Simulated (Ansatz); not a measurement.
# C2H3Sn: rigid scan of one bond length, by script

How does the energy of C2H3Sn change as one bond is stretched? Wanted for C2H3Sn: a rigid scan of one bond length. SMILES: C#[C][SnH2].

All numbers are computed with the Python package of Ansatz 0.2.0. Level of theory: r2SCAN/def2-SVP.

## 1. Starting point

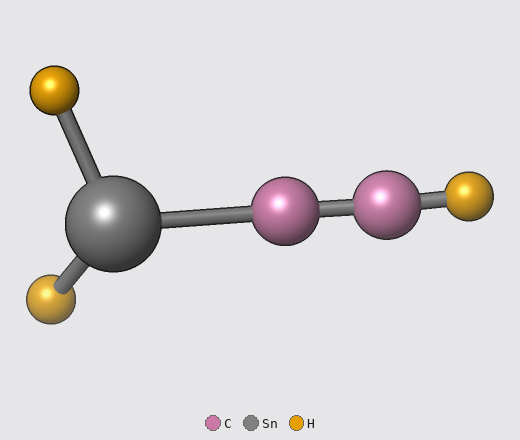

The structure that the script starts from, seen from a chosen angle (carbon pink, tin grey, hydrogen amber).

The script holds or builds the structure itself.

## 2. The code

c2h3sn_scan.py

```python
from dataclasses import dataclass

import ansatz as az
import numpy as np


@dataclass(frozen=True)
class Settings:
    basis: str = "def2-SVP"
    functional: str = "r2scan"


cfg = Settings()

GEOMETRY = """
C    -0.38640   -1.88170   -0.16450
C    -0.01250   -0.72640    0.00110
Sn    0.69800    1.21160    0.29760
H    -0.73490   -2.80360   -0.33650
H     0.81570    2.04570   -1.23840
H    -0.33790    2.09030    1.39460
"""


def main() -> None:
    geometry = az.Crystal.molecule()
    for line in GEOMETRY.strip().splitlines():
        symbol, *xyz = line.split()
        geometry = geometry.atom(symbol, [float(v) for v in xyz])

    symbols = [site.symbol for site in geometry.cartesian_sites]
    start = np.array([site.position_ang for site in geometry.cartesian_sites])
    axis = (start[1] - start[2]) / np.linalg.norm(start[1] - start[2])
    moving = [0, 1, 3]
    lengths, energies = [1.835, 1.918, 2.002, 2.085, 2.169, 2.252, 2.336, 2.461], []
    for length in lengths:
        xyz = start.copy()
        xyz[moving] += (length - np.linalg.norm(start[1] - start[2])) * axis
        point = az.Crystal.molecule()
        for symbol, place in zip(symbols, xyz):
            point = point.atom(symbol, place.tolist())
        calculation = (
            point.calculation()
            .basis(gaussian=cfg.basis)
            .functional(cfg.functional)
            .spin("collinear", total=1)
        )
        report = calculation.run().report
        energies.append(report["free_energy_ev"])
        print(f"r = {length:6.3f} A  E = {energies[-1]:.5f} eV  <S^2> = {abs(report['mean_field']['state']['spin_squared']):.3f}")

    fit = np.polynomial.Polynomial.fit(lengths, np.array(energies) - min(energies), 4).convert()
    roots = [r.real for r in fit.deriv().roots() if abs(r.imag) < 1e-9 and fit.deriv(2)(r.real) > 0]
    r_e = min(roots, key=lambda r: abs(r - lengths[int(np.argmin(energies))]))
    print(f"minimum of the fit at {r_e:.4f} A, force constant {fit.deriv(2)(r_e):.2f} eV/A^2")


if __name__ == "__main__":
    main()
```

## 3. The input behind the calls

The package turns the script's settings into the engine's input (first run):

```yaml
crystal:
  periodic: [false, false, false]
  atoms:
    - { symbol: C, position_ang: [-0.30111169461052445, -1.649062792618151, -0.12890818782831878] }
    - { symbol: C, position_ang: [0.07278830538947559, -0.49376279261815104, 0.03669181217168123] }
    - { symbol: Sn, position_ang: [0.698, 1.2116, 0.2976] }
    - { symbol: H, position_ang: [-0.6496116946105244, -2.570962792618151, -0.3009081878283188] }
    - { symbol: H, position_ang: [0.8157, 2.0457, -1.2384] }
    - { symbol: H, position_ang: [-0.3379, 2.0903, 1.3946] }
basis:
  gaussian:
    orbitals: def2-SVP
hamiltonian:
  xc: r2scan
magnetization:
  spin_polarized: true
  initial_magnetization: 1.0
```

## 4. Launch

Run with:

```bash
> python c2h3sn_scan.py
```

The log of the run:

```text
r =  1.835 A  E = -7949.02025 eV  <S^2> = 0.759
r =  1.918 A  E = -7949.46339 eV  <S^2> = 0.757
r =  2.002 A  E = -7949.69041 eV  <S^2> = 0.755
r =  2.085 A  E = -7949.75866 eV  <S^2> = 0.754
r =  2.169 A  E = -7949.71644 eV  <S^2> = 0.753
r =  2.252 A  E = -7949.59834 eV  <S^2> = 0.753
r =  2.336 A  E = -7949.42653 eV  <S^2> = 0.753
r =  2.461 A  E = -7949.11175 eV  <S^2> = 0.753
minimum of the fit at 2.0895 A, force constant 15.64 eV/A^2
```

Run time: 42 s. Hardware: 1 thread of Arm Neoverse V2, shared host; peak memory 0.25 GiB.

## 5. Inputs of later runs

The engine's inputs for some of the other runs:

Run 6, against run 1:

```diff
@@ -4,2 +4,2 @@
-    - { symbol: C, position_ang: [-0.30111169461052445, -1.649062792618151, -0.12890818782831878] }
-    - { symbol: C, position_ang: [0.07278830538947559, -0.49376279261815104, 0.03669181217168123] }
+    - { symbol: C, position_ang: [-0.4431897745301912, -2.0366030021667987, -0.18819904032118465] }
+    - { symbol: C, position_ang: [-0.0692897745301912, -0.8813030021667989, -0.022599040321184646] }
@@ -7 +7 @@
-    - { symbol: H, position_ang: [-0.6496116946105244, -2.570962792618151, -0.3009081878283188] }
+    - { symbol: H, position_ang: [-0.7916897745301912, -2.9585030021667986, -0.36019904032118466] }
```

Run 7, against run 1:

```diff
@@ -4,2 +4,2 @@
-    - { symbol: C, position_ang: [-0.30111169461052445, -1.649062792618151, -0.12890818782831878] }
-    - { symbol: C, position_ang: [0.07278830538947559, -0.49376279261815104, 0.03669181217168123] }
+    - { symbol: C, position_ang: [-0.47180981940609534, -2.1146686558888286, -0.20014252139888428] }
+    - { symbol: C, position_ang: [-0.09790981940609533, -0.9593686558888287, -0.034542521398884266] }
@@ -7 +7 @@
-    - { symbol: H, position_ang: [-0.6496116946105244, -2.570962792618151, -0.3009081878283188] }
+    - { symbol: H, position_ang: [-0.8203098194060954, -3.0365686558888285, -0.37214252139888426] }
```

Run 8, against run 1:

```diff
@@ -4,2 +4,2 @@
-    - { symbol: C, position_ang: [-0.30111169461052445, -1.649062792618151, -0.12890818782831878] }
-    - { symbol: C, position_ang: [0.07278830538947559, -0.49376279261815104, 0.03669181217168123] }
+    - { symbol: C, position_ang: [-0.5143991719000003, -2.230837783451373, -0.21791555871688964] }
+    - { symbol: C, position_ang: [-0.14049917190000027, -1.075537783451373, -0.052315558716889636] }
@@ -7 +7 @@
-    - { symbol: H, position_ang: [-0.6496116946105244, -2.570962792618151, -0.3009081878283188] }
+    - { symbol: H, position_ang: [-0.8628991719000003, -3.152737783451373, -0.38991555871688965] }
```

## 6. Run by run

One row for each of the 8 runs:

| run | distance (Å) | energy from run 4 (eV) | <S²> | SCF cycles | CPU time (s) |
| --- | --- | --- | --- | --- | --- |
| 1 | 1.83 | 0.7384 | 0.76 | 23 | 5.4 |
| 2 | 1.92 | 0.2953 | 0.76 | 23 | 5.5 |
| 3 | 2.00 | 0.0683 | 0.76 | 23 | 5.3 |
| 4 | 2.08 | 0.0000 | 0.75 | 23 | 5.2 |
| 5 | 2.17 | 0.0422 | 0.75 | 21 | 4.9 |
| 6 | 2.25 | 0.1603 | 0.75 | 21 | 4.8 |
| 7 | 2.34 | 0.3321 | 0.75 | 21 | 5.2 |
| 8 | 2.46 | 0.6469 | 0.75 | 20 | 4.7 |

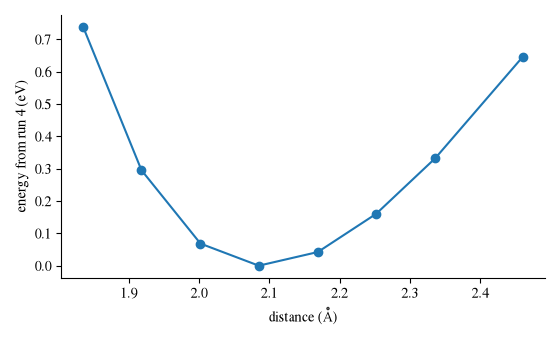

Energy against distance; lines join the points.

## 7. What came out

| quantity | value |
| --- | --- |
| bond length at the fit's minimum | 2.0895 Å |
| runs compared | 8 |
| range of energy | 0.738 eV |
| lowest point, distance (Å) | 2.08 |

**Reading.** The lowest point, at 2.08, lies inside the range. The ends stand 0.738 and 0.647 eV above it. The distance scanned is the script's pair 2, 1. The rest of the molecule is held rigid at a force-field or estimated start geometry, and the basis set is modest; single-reference methods fail as a bond breaks. def2 sets replace the cores of elements past krypton by effective core potentials. The species is open-shell (spin multiplicity 2).
